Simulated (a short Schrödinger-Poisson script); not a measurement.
Stack: symmetric double-gate stack, SiO2 on p-type Si(100), at 400 K.

```tsv
layer	material	thickness (nm)	Na (cm⁻³)
1	SiO2	2.5	-
2	Si	2	4e16
3	SiO2	2.5	-
```

The device is made up for the run: typed textbook-type constants, with dimensions and the other settings drawn at random. SiO2: permittivity 3.9, conduction-band edge (eV) 3.15, gap (eV) 9, electron mass (mₑ) 0.5. Si: permittivity 11.7, conduction-band edge (eV) 0, gap (eV) 1.124, Nv at 300 K (cm⁻³) 3.1e19.

Channel valleys (confinement mass, in-plane density-of-states mass, number): Δ2 0.916, 0.19, 2; Δ4 0.19, 0.417, 4. At the gates, both at one voltage, the conduction-band edge of layer 1 lies 3.44 eV − eVg above the Fermi level of the channel. Gaps are held at their typed values at every temperature. Mesh 0.03 nm at interfaces.

Solved with a short Schrödinger-Poisson script written for these runs: 1D Poisson equation in equilibrium, electrons quantum, Hartree (BenDaniel-Duke, 12 states a valley, the channel's in-plane mass for all, wave functions ending at the dielectric), parabolic valleys, classical holes, full ionisation, no traps, pinning or gate leakage.

Only gate voltages with over 1e8 electrons/cm² are shown.

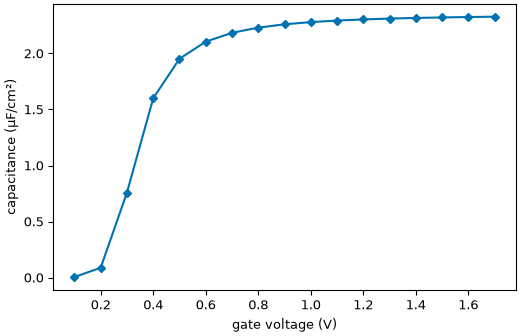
Figure: Quasi-static capacitance against gate voltage

| Vg (V) | electrons (cm⁻²) | C (μF/cm²) | Δ2 E0 (meV) | Δ2 E1 (meV) | Δ4 E0 (meV) | Δ4 E1 (meV) |
|---|---|---|---|---|---|---|
| 0.1 | 1.11e9 | 0.00521 | 293.2 | 600.7 | 685.3 | 2168.0 |
| 0.2 | 1.95e10 | 0.0884 | 194.3 | 501.8 | 586.4 | 2069.1 |
| 0.3 | 2.35e11 | 0.759 | 107.8 | 415.1 | 499.9 | 1982.3 |
| 0.4 | 9.98e11 | 1.60 | 55.5 | 362.1 | 447.6 | 1929.3 |
| 0.5 | 2.12e12 | 1.95 | 25.8 | 331.2 | 417.8 | 1898.5 |
| 0.6 | 3.39e12 | 2.10 | 5.2 | 309.5 | 397.3 | 1876.7 |
| 0.7 | 4.73e12 | 2.18 | -11.0 | 292.0 | 381.1 | 1859.2 |
| 0.8 | 6.11e12 | 2.23 | -24.8 | 276.8 | 367.3 | 1844.1 |
| 0.9 | 7.51e12 | 2.26 | -37.2 | 263.0 | 354.9 | 1830.3 |
| 1 | 8.93e12 | 2.28 | -48.7 | 250.2 | 343.4 | 1817.5 |
| 1.1 | 1.04e13 | 2.29 | -59.6 | 238.0 | 332.6 | 1805.3 |
| 1.2 | 1.18e13 | 2.30 | -70.0 | 226.2 | 322.2 | 1793.6 |
| 1.3 | 1.32e13 | 2.31 | -80.1 | 214.8 | 312.2 | 1782.1 |
| 1.4 | 1.47e13 | 2.32 | -89.9 | 203.6 | 302.4 | 1771.0 |
| 1.5 | 1.61e13 | 2.32 | -99.5 | 192.6 | 292.8 | 1760.0 |
| 1.6 | 1.76e13 | 2.32 | -109.1 | 181.7 | 283.3 | 1749.2 |
| 1.7 | 1.90e13 | 2.33 | -118.5 | 171.0 | 273.9 | 1738.5 |

Subbands count from the Fermi level. The capacitance is that of both gates.
